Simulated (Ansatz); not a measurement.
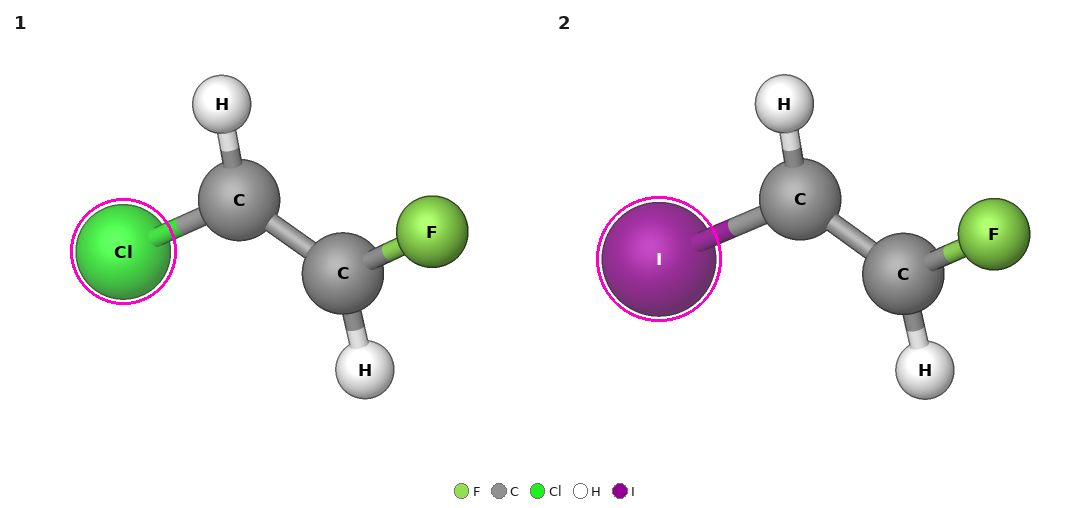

2 molecules with one skeleton, seen from the same side and at one scale; the atom that differs is circled. Charge 0, singlet. Computed geometries: PBE0-D4/def2-TZVP optimisations, one conformation each. Properties computed with Ansatz 0.2.0. Elements past Kr carry core potentials.

One atom differs, called X below: Cl in panel 1, I in panel 2. Their formulas are C2H2ClF (`F/C=C/Cl`), C2H2FI (`F/C=C/I`).

In which is the dipole moment larger (PBE-D4/def2-TZVPP)?

In panel 2 (X = I).

In which is the HOMO energy (Kohn–Sham orbital) higher (ωB97M-V/def2-SVP)?

In panel 2 (X = I).

Give the values. With PBE0-D4/def2-TZVP: length of X–C (Å), angle X–C–H (°). With ωB97M-V/def2-SVP: HOMO energy (Kohn–Sham orbital) (eV), HOMO–LUMO gap (eV). With PBE-D4/def2-TZVPP: dipole moment (D).

```json
{"quantity": "length of X–C (Å)", "1 (Cl)": "1.713", "2 (I)": "2.065", "2 − 1": "+0.352"}
{"quantity": "angle X–C–H (°)", "1 (Cl)": "116.0", "2 (I)": "116.2", "2 − 1": "+0.2"}
{"quantity": "HOMO energy (Kohn–Sham orbital) (eV)", "1 (Cl)": "−9.47", "2 (I)": "−9.08", "2 − 1": "+0.39"}
{"quantity": "HOMO–LUMO gap (eV)", "1 (Cl)": "11.86", "2 (I)": "10.53", "2 − 1": "−1.33"}
{"quantity": "dipole moment (D)", "1 (Cl)": "0.15", "2 (I)": "0.26", "2 − 1": "+0.11"}
```
